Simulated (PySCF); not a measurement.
# C4H8FSi3 (SMILES F[C@]1(C#C[SiH2])C[SiH2][SiH2]1) (doublet): what the fields show

Input

```
{"job": {"kind": "epr", "basis": "pcH-1"}, "charge": 0, "multiplicity": 2}
F     -1.102394    -0.630655     1.746876
C     -0.476620    -0.277097     0.522156
C      0.897188     0.024229     0.748538
C      2.087302     0.262859     0.859422
Si     3.819923     0.605275     1.204553
C     -1.292147     0.882866    -0.100422
Si    -2.436412    -0.080740    -1.310454
Si    -0.899950    -1.739139    -0.731016
H      4.226692     1.992939     1.320175
H      4.806368    -0.348938     0.734187
H     -0.616181     1.566867    -0.614649
H     -1.785925     1.455825     0.683832
H     -3.822328    -0.167741    -0.838243
H     -2.466145     0.509449    -2.654659
H      0.249194    -2.010790    -1.602639
H     -1.196163    -2.959123     0.020934
```

Run with:

```sh
OMP_NUM_THREADS=1 python probes_run.py task.json out
```

Geometry: GFN2-xTB.

Level of theory: UKS B3LYP, pcH-1 on C F H Si, non-relativistic, mean-field spin-orbit, GIAO in PySCF 2.14.0, density-fitted response routines.

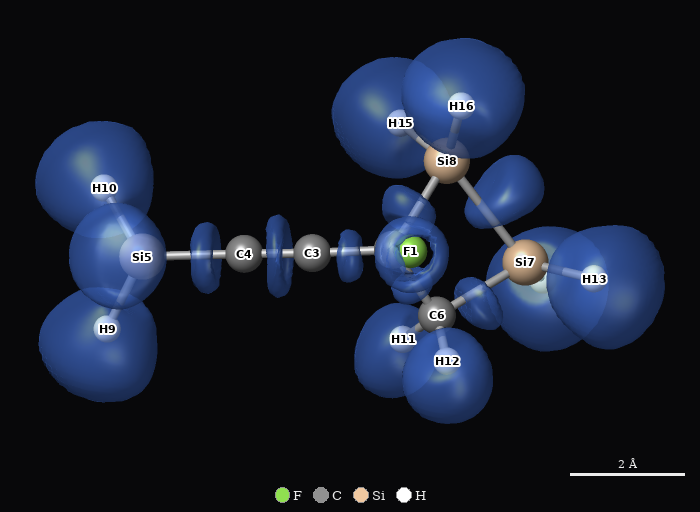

Figure 1. Isosurface of the electron localisation function at 0.85 (blue), seen across its widest extent. Core shells and regions of very low density are left out.

Question: Identify the bonds, lone pairs and shells in this picture.

Answer: The ELF exceeds this value in three regions between bonded C–C atoms (shared pairs), three regions between bonded C–Si atoms (shared pairs), one region between bonded Si–Si atoms (shared pairs), eight regions around hydrogen nuclei, one lobe on Si, pointing away from the bonds (non-bonding electrons) and one region wrapped around F (its lone pairs, merged into a ring or cap). Along the contacts the grid gives the following. C–C (1.22 Å): the ELF peaks at about 0.85 between the atoms (a multiple bond). C–F (1.42 Å): the ELF peaks at about 0.80 between the atoms (a polar covalent bond).

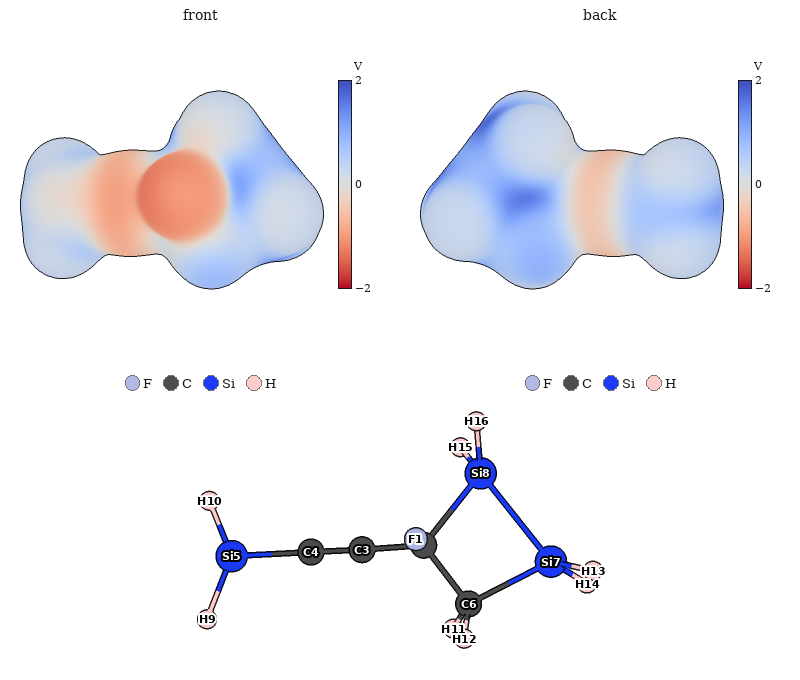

Figure 2. The electrostatic potential painted on the density surface at 0.002 e/bohr³, seen from the front and from behind; red is negative and blue positive. The bare structure is drawn below in the same view.

Question: Describe the electrostatic potential map.

Answer: The most negative region (about −1.2 V) lies over F1, the most positive (about +1.6 V) over Si7 and Si8.
